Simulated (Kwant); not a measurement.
Device: wire with a row of barriers in a In0.53Ga0.47As two-dimensional gas. Effective mass 0.041 mₑ, grid spacing 2.7 nm, hard walls, nominal width 80 nm (29 grid rows, so walls 81 nm apart), one parabolic valley, scattering region 270 nm long along x; energies count from the band bottom; Fermi energy swept from 0.0011464 to 0.013614 eV. 2 barrier(s) across the wire, height 0.086 eV, thickness 8.1 nm (about 3 grid columns), spaced by 16.2 nm.

The device is made up for the run: typed textbook-type constants, with dimensions and the other settings drawn at random.

Computed with Kwant: effective-mass tight-binding model on a square grid, one spin, coherent transport at 0 K. Conductance is in e²/h.

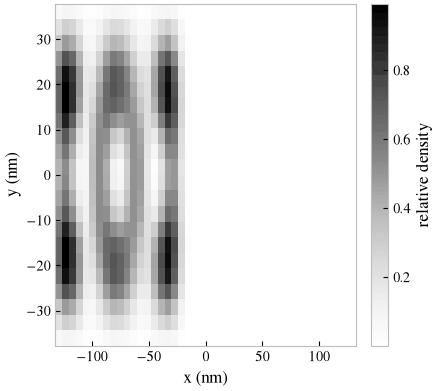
Figure. Density of the scattering states that come in from the left lead, at energy = 0.010556 eV, in bins, relative to the largest site value

The conductance there is 0.00019 e²/h with 2 open channel(s) in the leads.
